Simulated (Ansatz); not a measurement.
# C2H7AlO2: basis-set convergence

How large a basis does C2H7AlO2 need? Two functionals are run in growing sets.

The runs use Ansatz 0.2.0, Gaussian basis; one geometry, several basis sets.

Plan: PBE0-D4/def2-SVP; ωB97M-V/def2-SVP; PBE0-D4/def2-QZVPP; ωB97M-V/def2-QZVPP; the functionals' def2-TZVPP values are taken from earlier runs.

## (1) The geometry

All runs share one geometry, relaxed beforehand with PBE0-D4 in a triple-zeta def2 set.

SMILES `C[CH2][Al]([OH])[OH]`, 12 atoms, charge 0, spin multiplicity 1.

Atoms are counted from 1 here; the program's logs count them from 0.

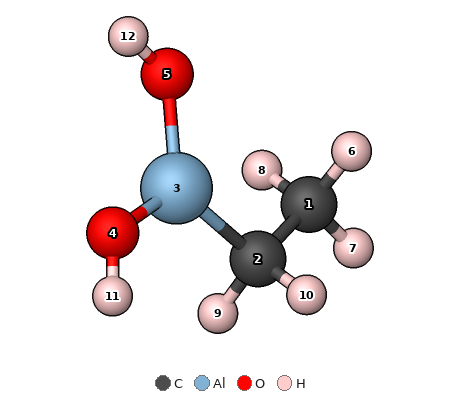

The structure; carbon dark grey, aluminium light blue, oxygen red, hydrogen pink; atoms are numbered from 1 in the order of the file.

Coordinates:

```mol
C2H7AlO2
  3D, bonds by distance, orders not assigned

 12 11  0  0  0  0  0  0  0  0999 V2000
   -1.6070   -0.5532    0.5553 C   0  0
   -0.5179   -0.5698   -0.5184 C   0  0
    1.0686    0.4898   -0.1194 Al  0  0
    2.4097    0.6331   -1.1543 O   0  0
    1.1435    1.3336    1.3490 O   0  0
   -1.9725    0.4591    0.7420 H   0  0
   -2.4678   -1.1663    0.2717 H   0  0
   -1.2358   -0.9309    1.5108 H   0  0
   -0.1951   -1.6003   -0.7151 H   0  0
   -0.9248   -0.2219   -1.4765 H   0  0
    2.4781    0.2043   -2.0046 H   0  0
    1.8979    1.8673    1.5935 H   0  0
  1  2  8  0
  2  3  8  0
  3  4  8  0
  3  5  8  0
  1  6  8  0
  1  7  8  0
  1  8  8  0
  2  9  8  0
  2 10  8  0
  4 11  8  0
  5 12  8  0
M  END
```

## (2) PBE0-D4 in def2-SVP

File in.yaml:

```yaml
crystal:
  periodic: [false, false, false]
  atoms:
    - {symbol: C, position_ang: [-1.606973, -0.553245, 0.555318]}
    - {symbol: C, position_ang: [-0.517926, -0.569818, -0.518399]}
    - {symbol: Al, position_ang: [1.068592, 0.489841, -0.119382]}
    - {symbol: O, position_ang: [2.409750, 0.633145, -1.154298]}
    - {symbol: O, position_ang: [1.143534, 1.333556, 1.348996]}
    - {symbol: H, position_ang: [-1.972512, 0.459125, 0.741963]}
    - {symbol: H, position_ang: [-2.467758, -1.166301, 0.271697]}
    - {symbol: H, position_ang: [-1.235756, -0.930863, 1.510801]}
    - {symbol: H, position_ang: [-0.195096, -1.600255, -0.715055]}
    - {symbol: H, position_ang: [-0.924813, -0.221915, -1.476540]}
    - {symbol: H, position_ang: [2.478080, 0.204282, -2.004640]}
    - {symbol: H, position_ang: [1.897881, 1.867348, 1.593537]}
basis:
  gaussian: {orbitals: def2-SVP}
hamiltonian: {xc: pbe0, dispersion: d4}
output: {orbitals: {seedname: orbitals}}
```

Launch:

```sh
> ansatz run in.yaml --threads 4 --pin off --events-out ev --progress --plain --max-ram 10444MiB
```

Standard output:

```text
Functional definition: PBE0
  name "PBE0"
  cite "Adamo & Barone, J. Chem. Phys. 110, 6158 (1999) doi:10.1063/1.478522"
  cite "Perdew, Burke & Ernzerhof, Phys. Rev. Lett. 77, 3865 (1996) doi:10.1103/PhysRevLett.77.3865"
  parent pbe
  parameter a = 0.25
  parameter kappa = 0.804
  parameter beta = 0.06672455060314922
  exchange = (1 - a)*pbe_x(kappa = kappa, mu = beta*pi^2/3) + a*exact_x
  correlation = pbe_c(beta = beta)
1234 factors; their error is unknown
mean field evaluation 1: about -12851.6005 eV, gradient 8.3e1 eV
mean field evaluation 2: about -12837.5612 eV, gradient 1.2e2 eV
mean field evaluation 4: about -12865.1535 eV, gradient 4.6e0 eV
mean field evaluation 8: about -12865.2019 eV, gradient 7.4e-2 eV
mean field evaluation 16: about -12865.2990 eV, gradient 1.5e-5 eV
mean field -12865.29903161 eV, -472.7910189988 hartree, gradient 1.5e-5 eV, S^2 0.000000; 0 other end points of the search recorded, 0 dependent functions left out
reference -12865.29906161 eV, -472.7910201012 hartree; 24, 24 occupied and 85, 85 virtual orbitals, 1234 factors
Total energy: -12865.47228874 eV, -472.7973860808 hartree
```

Wall time 1.1 s (4 threads of Arm Neoverse V1, shared host).

## (3) ωB97M-V in def2-SVP

Edit in.yaml of step 2 so:

```diff
@@ -17,3 +17,3 @@
   gaussian: {orbitals: def2-SVP}
-hamiltonian: {xc: pbe0, dispersion: d4}
+hamiltonian: {xc: {name: wB97M-V}}
 output: {orbitals: {seedname: orbitals}}
```

The command is unchanged.

Standard output, shortened:

```text
Functional definition: wB97M-V
  name "wB97M-V"
  cite "Mardirossian & Head-Gordon, J. Chem. Phys. 144, 214110 (2016) doi:10.1063/1.4952647"
  cite "Becke, J. Chem. Phys. 107, 8554 (1997) doi:10.1063/1.475007"
  cite "Vydrov & Van Voorhis, J. Chem. Phys. 133, 244103 (2010) doi:10.1063/1.3521275"
  # Of w^i u^j: cxij and so on, Table III.
[...]
  gx(w, u) = 1 - cx + cx01*u + cx10*w
  gss(w, u) = css00 + css04*u^4 + css10*w + css20*w^2 + css43*w^4*u^3
  gos(w, u) = cos00 + cos10*w + (cos20 + cos21*u)*w^2 + (cos60 + cos61*u)*w^6
[...]
      + integral(e_c_pw_mod_opposite_spin*gos(b97_w_opposite, b97_u_opposite)) + vv10(b, c)
1215 factors; their error is unknown
309 factors; integrals over basis functions are off by at most 8.5e-6 eV
[...]
mean field -12872.37084857 eV, -473.0509034786 hartree, gradient 5.8e-5 eV, S^2 0.000000; 0 other end points of the search recorded, 0 dependent functions left out
reference -12872.37089684 eV, -473.0509052524 hartree; 24, 24 occupied and 85, 85 virtual orbitals, 1215 factors
Total energy: -12872.37089684 eV, -473.0509052524 hartree
```

Run time: 4.4 s. Hardware: 4 threads of Arm Neoverse V1, shared host.

## (4) PBE0-D4 in def2-QZVPP

Edit in.yaml of step 3 so:

```diff
@@ -16,4 +16,4 @@
 basis:
-  gaussian: {orbitals: def2-SVP}
-hamiltonian: {xc: {name: wB97M-V}}
+  gaussian: {orbitals: "def2-QZVPP.json"}
+hamiltonian: {xc: pbe0, dispersion: d4}
 output: {orbitals: {seedname: orbitals}}
```

Launched as before.

Standard output:

```text
Functional definition: PBE0
  name "PBE0"
  cite "Adamo & Barone, J. Chem. Phys. 110, 6158 (1999) doi:10.1063/1.478522"
  cite "Perdew, Burke & Ernzerhof, Phys. Rev. Lett. 77, 3865 (1996) doi:10.1103/PhysRevLett.77.3865"
  parent pbe
  parameter a = 0.25
  parameter kappa = 0.804
  parameter beta = 0.06672455060314922
  exchange = (1 - a)*pbe_x(kappa = kappa, mu = beta*pi^2/3) + a*exact_x
  correlation = pbe_c(beta = beta)
1553 factors; their error is unknown
mean field evaluation 1: about -12857.8042 eV, gradient 1.0e2 eV
mean field evaluation 2: about -12832.7999 eV, gradient 1.5e2 eV
mean field evaluation 4: about -12875.7926 eV, gradient 8.4e0 eV
mean field evaluation 8: about -12875.9485 eV, gradient 1.4e-1 eV
mean field evaluation 16: about -12875.9533 eV, gradient 1.1e-4 eV
mean field -12875.95333405 eV, -473.1825573915 hartree, gradient 1.5e-5 eV, S^2 0.000000; 0 other end points of the search recorded, 0 dependent functions left out
reference -12875.95337957 eV, -473.1825590647 hartree; 24, 24 occupied and 484, 484 virtual orbitals, 1553 factors
Total energy: -12876.12660670 eV, -473.1889250443 hartree
```

Wall time 9.5 s (4 threads of Arm Neoverse V1, shared host); peak memory 1.7 GiB.

## (5) ωB97M-V in def2-QZVPP

Edit in.yaml of step 4 so:

```diff
@@ -17,3 +17,3 @@
   gaussian: {orbitals: "def2-QZVPP.json"}
-hamiltonian: {xc: pbe0, dispersion: d4}
+hamiltonian: {xc: {name: wB97M-V}}
 output: {orbitals: {seedname: orbitals}}
```

Launched as before.

Standard output, shortened:

```text
Functional definition: wB97M-V
  name "wB97M-V"
  cite "Mardirossian & Head-Gordon, J. Chem. Phys. 144, 214110 (2016) doi:10.1063/1.4952647"
  cite "Becke, J. Chem. Phys. 107, 8554 (1997) doi:10.1063/1.475007"
  cite "Vydrov & Van Voorhis, J. Chem. Phys. 133, 244103 (2010) doi:10.1063/1.3521275"
  # Of w^i u^j: cxij and so on, Table III.
[...]
  gx(w, u) = 1 - cx + cx01*u + cx10*w
  gss(w, u) = css00 + css04*u^4 + css10*w + css20*w^2 + css43*w^4*u^3
  gos(w, u) = cos00 + cos10*w + (cos20 + cos21*u)*w^2 + (cos60 + cos61*u)*w^6
[...]
      + integral(e_c_pw_mod_opposite_spin*gos(b97_w_opposite, b97_u_opposite)) + vv10(b, c)
1510 factors; their error is unknown
428 factors; integrals over basis functions are off by at most 1.1e-5 eV
[...]
mean field -12883.24998697 eV, -473.4507044405 hartree, gradient 5.0e-5 eV, S^2 0.000000; 0 other end points of the search recorded, 0 dependent functions left out
reference -12883.25006147 eV, -473.4507071785 hartree; 24, 24 occupied and 484, 484 virtual orbitals, 1510 factors
Total energy: -12883.25006147 eV, -473.4507071785 hartree
```

It took 22 s on 4 threads of Arm Neoverse V1, shared host; peak memory 2.1 GiB.

## (6) Density functionals: the series

The def2-TZVPP values come from earlier runs at the same geometry.

```tsv
functional	basis	functions	energy (eV)	from the largest (eV)	HOMO (eV)	LUMO (eV)
PBE0-D4	def2-SVP	109	-12865.4723	10.654	-7.67	0.23
PBE0-D4	def2-TZVPP	264	-12875.5274	0.599	-7.78	-0.06
PBE0-D4	def2-QZVPP	508	-12876.1266	0.000	-7.81	-0.36
ωB97M-V	def2-SVP	109	-12872.3709	10.879	-9.92	1.78
ωB97M-V	def2-TZVPP	264	-12882.6753	0.575	-10.04	1.41
ωB97M-V	def2-QZVPP	508	-12883.2501	0.000	-10.08	0.84
```

## (7) Summary of results

| quantity | value |
| --- | --- |
| PBE0-D4: double and triple zeta above quadruple | 10.65, 0.60 eV |
| ωB97M-V: double and triple zeta above quadruple | 10.88, 0.57 eV |

In words: PBE0-D4 gains 10.06 eV from double to triple zeta, then 0.60 eV more. Total energies overstate the basis error of differences, where much of it tends to cancel. The LUMO of ωB97M-V is positive and keeps falling with the basis (1.78 to 0.84 eV): an unbound level that the basis holds in place.

For PBE0-D4 the largest set took about 9 times as long as the smallest (9.5 s against 1.1 s).
